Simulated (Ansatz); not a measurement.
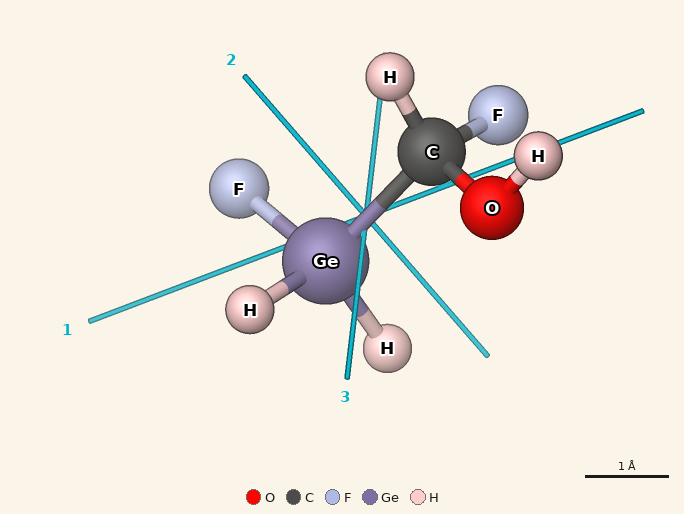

The three principal axes of inertia are drawn and numbered. Depth is shown by fading: the farther an atom, the more it takes the colour of the background. The geometry was computed by an optimisation with PBE-D4/def2-SVP. No frequency run is at hand to confirm it as a minimum. Masses are those of the most abundant isotopes; constants are for the rigid equilibrium geometry.

Which line is the a axis (least moment of inertia), which b and which c?

a is line 1, b is line 3, c is line 2; the moments are 90.0, 240, 302 u Å².

What kind of rotor is it, and what are its rotational constants in MHz?

An asymmetric top (C1): A = 5615, B = 2107, C = 1673 MHz. Ray's parameter κ is −0.78, nearer the prolate limit.
